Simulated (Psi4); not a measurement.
**BH2SF (SMILES FBS): a chain of runs**

We compute a structure relaxation (singlet BH2SF, M06-2X/cc-pVDZ), then a single-point energy (doublet BH2SF+, UM06-2X/cc-pVDZ), then a structure relaxation (doublet BH2SF+, UM06-2X/cc-pVDZ), then a single-point energy (singlet BH2SF, M06-2X/cc-pVDZ) of BFH2S. 

The calculation is run with Psi4 1.11.

**1. The structure to begin with**

BH2SF: 5 atoms, total charge 0, spin state singlet. As SMILES, `FBS`. All atoms were displaced at random from a relaxed shape. The run starts from this shape.

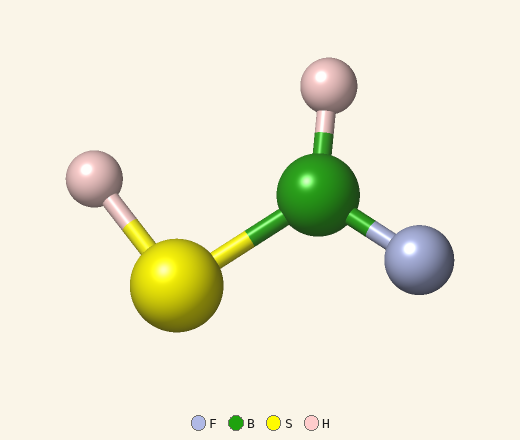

The structure, seen from a chosen angle (fluorine light blue, boron green, sulfur yellow, hydrogen pink).

**2. A structure relaxation at M06-2X/cc-pVDZ (density fitting) (run 1)**

Contents of bfh2s.xyz:

```xyz
5
BFH2S
F     -1.083028    -0.871803    -1.098066
B     -0.367409    -0.393001    -0.097403
S      0.937843     0.673493    -0.641130
H     -0.716101    -0.603252     1.000915
H      1.386079     0.999153     0.727882
```

Contents of job.py:

```python
import psi4

psi4.set_memory(1600000000)
psi4.set_num_threads(1)
psi4.set_output_file('bfh2s.out', False)

with open('bfh2s.xyz') as f:
    atoms = ''.join(f.readlines()[2:])
m = psi4.geometry('0 1\n' + atoms + 'symmetry c1')

e_tot = psi4.optimize('m06-2x/cc-pVDZ')
print(f'm06-2x/cc-pVDZ energy: {e_tot:.10f} Eh')
m.save_xyz_file('final.xyz', False)
```

Launch:

```bash
python job.py
```

bfh2s.out:

```text
[...]
  Running in c1 symmetry.
[...]
  Nuclear repulsion =   87.451265204044972
[...]
  Multiplicity = 1
[...]
  Nalpha       = 16
  Nbeta        = 16
[...]
    Number of basis functions: 56
[...]
   @DF-RKS iter   1:  -524.04435669155987   -4.36576e-01   5.42054e-03 DIIS/ADIIS
[...]
   @DF-RKS iter   7:  -524.10306850124755   -1.13687e-12   3.15051e-09 DIIS
[...]
    Orbital Energies [Eh]
    ---------------------
    Doubly Occupied:
       1A    -89.931382     2A    -25.269503     3A     -8.278212
       4A     -7.137936     5A     -6.196276     6A     -6.193449
       7A     -6.191397     8A     -1.360789     9A     -0.841855
      10A     -0.650017    11A     -0.575155    12A     -0.549598
      13A     -0.509681    14A     -0.467343    15A     -0.380380
      16A     -0.342699
[...]
  @DF-RKS Final Energy:  -524.10306850124755
   => Energetics <=
    Nuclear Repulsion Energy =             86.1871184265257995
    One-Electron Energy =                -894.9397927434108624
    Two-Electron Energy =                 304.1303517529059377
    DFT Exchange-Correlation Energy =     -19.4807459372684129
    Empirical Dispersion Energy =           0.0000000000000000
    VV10 Nonlocal Energy =                  0.0000000000000000
    Total Energy =                       -524.1030685012475487
[...]
  -Total Gradient:
     Atom            X                  Y                   Z
    ------   -----------------  -----------------  -----------------
       1        0.000002698973     0.000002711656    -0.000222160099
       2        0.000159266325     0.000123038126    -0.000173043650
       3       -0.000003921548    -0.000000282773    -0.000275168374
       4        0.000148497297     0.000116471098    -0.000240646663
       5        0.000099451010     0.000077940085    -0.000468840402
[...]
```

Standard output:

```text
Optimizer: Optimization complete!
m06-2x/cc-pVDZ energy: -524.1030685012 Eh
```

Wall time 42 s (1 thread of Intel Xeon Platinum 8375C at 2.90GHz (Ice Lake), shared host); peak memory 0.7 GiB.

Step by step:

```
step  energy from the first frame kept (eV)  largest force (eV/Å)
   0                                 0.0000                3.1164
   1                                -0.1691                1.1930
   2                                -0.0053                3.3114
   3                                -0.1690                1.2262
   4                                -0.2396                0.3221
   5                                -0.2421                0.1437
   6                                -0.2425                0.0420
   7                                -0.2425                0.0250
```

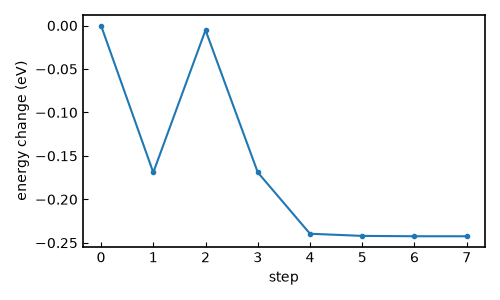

Energy along the run.

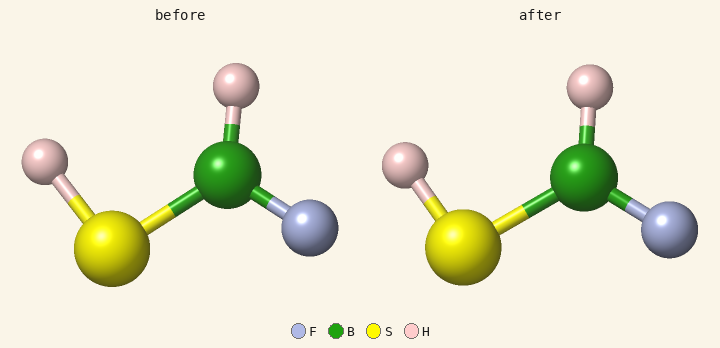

Before and after, at one scale.

After the run. Bond lengths: F1–B2 1.334 Å, B2–S3 1.801 Å, B2–H4 1.197 Å, S3–H5 1.350 Å. Angles: F1–B2–S3 117.5°, F1–B2–H4 119.6°, S3–B2–H4 122.8°, B2–S3–H5 95.0°.

**3. The doublet cation: a single-point energy at UM06-2X/cc-pVDZ (density fitting) (run 2)**

Contents of calc.dat:

```
memory 1.6 GB

molecule molecule1 {
  1 2
  F
  B 1 R2
  S 2 R3 1 A3
  H 2 R4 1 A4 3 D4
  H 3 R5 2 A5 4 D5

  R2 = 1.33365
  R3 = 1.801297
  A3 = 117.53866
  R4 = 1.197218
  A4 = 119.64444
  D4 = 179.99942
  R5 = 1.349819
  A5 = 95.01004
  D5 = 0.00376
}

set {
  basis     cc-pVDZ
  reference uks
}

result, w = energy('m06-2x', return_wfn=True)
print_variables()
```

Launch:

```bash
psi4 -n 1 calc.dat calc.out
```

calc.out:

```text
[...]
  Running in c1 symmetry.
[...]
  Nuclear repulsion =   86.187136045311419
[...]
  Multiplicity = 2
[...]
  Nalpha       = 16
  Nbeta        = 15
[...]
    Number of basis functions: 56
[...]
   @DF-UKS iter   1:  -523.65974909570389   -4.12894e-02   4.80921e-03 DIIS/ADIIS
[...]
   @DF-UKS iter   9:  -523.70229613526965   -1.42672e-08   4.20450e-07 DIIS
[...]
   @S^2 Observed:                7.535256608E-01
[...]
  @DF-UKS Final Energy:  -523.70229613526965
   => Energetics <=
    Nuclear Repulsion Energy =             86.1871360453114193
    One-Electron Energy =                -885.4650579753417787
    Two-Electron Energy =                 294.8892459699450228
    DFT Exchange-Correlation Energy =     -19.3136201751842655
    Empirical Dispersion Energy =           0.0000000000000000
    VV10 Nonlocal Energy =                  0.0000000000000000
    Total Energy =                       -523.7022961352696484
[...]
 Multipole Moments:
 ------------------------------------------------------------------------------------
     Multipole            Electronic (a.u.)      Nuclear  (a.u.)        Total (a.u.)
 ------------------------------------------------------------------------------------
 L = 1.  Multiply by 2.5417464519 to convert [e a0] to [Debye]
 Dipole X            :          0.0000181           -0.0000596           -0.0000415
 Dipole Y            :         -0.2967756           -0.0757453           -0.3725208
 Dipole Z            :         -2.0047895            3.7845436            1.7797541
 Magnitude           :                                                    1.8183224
[...]
```

Wall time 8.1 s (1 thread of Intel Xeon Platinum 8375C at 2.90GHz (Ice Lake), shared host); peak memory 0.65 GiB.

**4. The doublet cation: a structure relaxation at UM06-2X/cc-pVDZ (density fitting) (run 3)**

Contents of job.dat:

```
memory 1.6 GB

molecule {
  1 2
  F     -1.119299    -0.915677    -1.130470
  B     -0.405450    -0.371217    -0.144262
  S      0.973366     0.692999    -0.603590
  H     -0.696332    -0.601257     0.994070
  H      1.338661     0.967447     0.666547
  symmetry c1
}

set {
  reference uks
}

energy_value = optimize('m06-2x/cc-pVDZ')
```

Launch:

```bash
psi4 -i job.dat -o job.out -n 1
```

job.out:

```text
[...]
  Running in c1 symmetry.
[...]
  Nuclear repulsion =   86.187126609046686
[...]
  Multiplicity = 2
[...]
  Nalpha       = 16
  Nbeta        = 15
[...]
    Number of basis functions: 56
[...]
   @DF-UKS iter   1:  -523.65974907999112   -4.12897e-02   4.80921e-03 DIIS/ADIIS
[...]
   @DF-UKS iter   9:  -523.71461488069576   -5.45697e-12   5.86495e-09 DIIS
[...]
   @S^2 Observed:                7.534616089E-01
[...]
  @DF-UKS Final Energy:  -523.71461488069576
   => Energetics <=
    Nuclear Repulsion Energy =             83.8624687124859776
    One-Electron Energy =                -881.0079818379108474
    Two-Electron Energy =                 292.7304069439519481
    DFT Exchange-Correlation Energy =     -19.2995086992229332
    Empirical Dispersion Energy =           0.0000000000000000
    VV10 Nonlocal Energy =                  0.0000000000000000
    Total Energy =                       -523.7146148806957626
[...]
  -Total Gradient:
     Atom            X                  Y                   Z
    ------   -----------------  -----------------  -----------------
       1       -0.000040757845    -0.000029940050    -0.000003320403
       2        0.000002848857    -0.000000698487    -0.000043521647
       3       -0.000038969576    -0.000028610212    -0.000198392939
       4        0.000060854104     0.000048146254    -0.000041127135
       5        0.000046169682     0.000036968275    -0.000216751833
[...]
```

The script printed:

```text
Optimizer: Optimization complete!
```

It took 68 s on 1 thread of Intel Xeon Platinum 8375C at 2.90GHz (Ice Lake), shared host; peak memory 0.7 GiB.

The path in brief:

```
step  energy from the first frame kept (eV)  largest force (eV/Å)
   0                                 0.0000                4.5938
   1                                -0.2644                1.8219
   2                                -0.3262                0.4608
   3                                -0.3337                0.1781
   4                                -0.3348                0.0749
   5                                -0.3340                0.1333
   6                                -0.3352                0.0129
   7                                -0.3352                0.0116
```

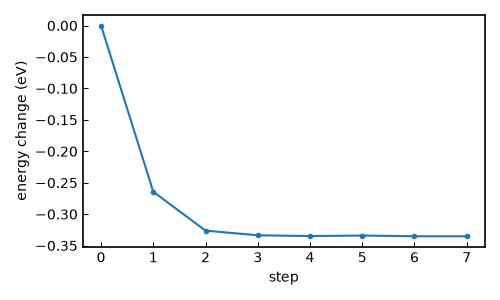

Energy along the run.

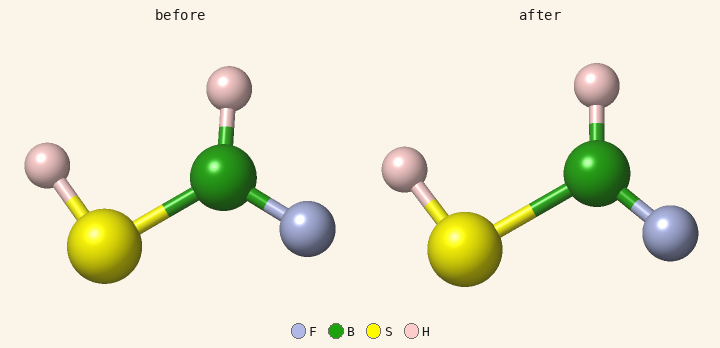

Before and after, at one scale.

After the run. Bond lengths: F1–B2 1.285 Å, B2–S3 1.998 Å, B2–H4 1.186 Å, S3–H5 1.365 Å. Angles: F1–B2–S3 110.1°, F1–B2–H4 131.0°, S3–B2–H4 118.8°, B2–S3–H5 96.9°.

**5. A single-point energy at M06-2X/cc-pVDZ (density fitting) (run 4)**

Contents of bfh2s.py:

```python
import psi4

psi4.set_memory(1600000000)
psi4.set_num_threads(1)
psi4.core.set_output_file('run.log', False)

molecule = psi4.geometry("""
0 1
F     -1.106756    -0.905944    -1.156748
B     -0.524067    -0.462813    -0.101187
S      1.006384     0.718479    -0.604497
H     -0.751893    -0.644306     1.048434
H      1.406074     1.019285     0.665782
symmetry c1
""")

psi4.set_options(dict(basis='cc-pVDZ'))

E = psi4.energy("m06-2x", molecule=molecule)
print(f'total energy {E:.8f} hartree = {E * 27.211386:.5f} eV')
```

Launch:

```bash
python bfh2s.py
```

run.log:

```text
[...]
  Running in c1 symmetry.
[...]
  Nuclear repulsion =   83.862455978166622
[...]
  Multiplicity = 1
[...]
  Nalpha       = 16
  Nbeta        = 16
[...]
    Number of basis functions: 56
[...]
   @DF-RKS iter   1:  -524.04906285904121   -5.47284e-01   5.11154e-03 ADIIS/DIIS
[...]
   @DF-RKS iter   9:  -524.08812094193513   -5.55690e-09   1.76634e-07 DIIS
[...]
  @DF-RKS Final Energy:  -524.08812094193513
   => Energetics <=
    Nuclear Repulsion Energy =             83.8624559781666221
    One-Electron Energy =                -890.2507793101785865
    Two-Electron Energy =                 301.7630592881826033
    DFT Exchange-Correlation Energy =     -19.4628568981057910
    Empirical Dispersion Energy =           0.0000000000000000
    VV10 Nonlocal Energy =                  0.0000000000000000
    Total Energy =                       -524.0881209419351308
[...]
 Multipole Moments:
 ------------------------------------------------------------------------------------
     Multipole            Electronic (a.u.)      Nuclear  (a.u.)        Total (a.u.)
 ------------------------------------------------------------------------------------
 L = 1.  Multiply by 2.5417464519 to convert [e a0] to [Debye]
 Dipole X            :         -2.3686220            2.1832669           -0.1853551
 Dipole Y            :         -1.8127200            1.6664111           -0.1463089
 Dipole Z            :         -2.1226252            2.7815395            0.6589143
 Magnitude           :                                                    0.6999506
[...]
```

The script printed:

```text
total energy -524.08812094 hartree = -14261.16416 eV
```

Run time: 6.6 s. Hardware: 1 thread of Intel Xeon Platinum 8375C at 2.90GHz (Ice Lake), shared host; peak memory 0.64 GiB.

**6. Summary of results**

| quantity | value |
| --- | --- |
| run 1, M06-2X/cc-pVDZ: total energy at the end | -524.10307 Eh |
| run 1, M06-2X/cc-pVDZ: dipole moment | 1.67 D |
| run 1, M06-2X/cc-pVDZ: HOMO energy | -9.33 eV |
| run 1, M06-2X/cc-pVDZ: LUMO energy | 0.49 eV |
| run 1, M06-2X/cc-pVDZ: HOMO–LUMO gap | 9.81 eV |
| doublet cation, run 2: total energy | -523.70230 Eh |
| doublet cation, run 2: HOMO energy (highest over α and β) | -17.55 eV |
| doublet cation, run 2: LUMO energy (lowest over α and β) | -12.35 eV |
| doublet cation, run 2: ⟨S²⟩ | 0.754 |
| doublet cation, run 3: total energy at the end | -523.71461 Eh |
| doublet cation, run 3: HOMO energy (highest over α and β) | -17.29 eV |
| doublet cation, run 3: LUMO energy (lowest over α and β) | -11.59 eV |
| doublet cation, run 3: ⟨S²⟩ | 0.753 |
| run 4, M06-2X/cc-pVDZ: total energy | -524.08812 Eh |
| run 4, M06-2X/cc-pVDZ: dipole moment | 1.78 D |
| run 4, M06-2X/cc-pVDZ: HOMO energy | -8.62 eV |
| run 4, M06-2X/cc-pVDZ: LUMO energy | 0.19 eV |
| run 4, M06-2X/cc-pVDZ: HOMO–LUMO gap | 8.81 eV |
| adiabatic ionisation energy (to the doublet cation, no zero-point term) | 10.570 eV |

What this shows: The adiabatic ionisation energy (to the doublet cation, no zero-point term) is 10.57 eV (1020 kJ/mol). The optimisation (run 1, M06-2X/cc-pVDZ) took 8 steps and changed the energy by -0.243 eV. The optimisation (doublet cation, run 3) took 8 steps and changed the energy by -0.335 eV.
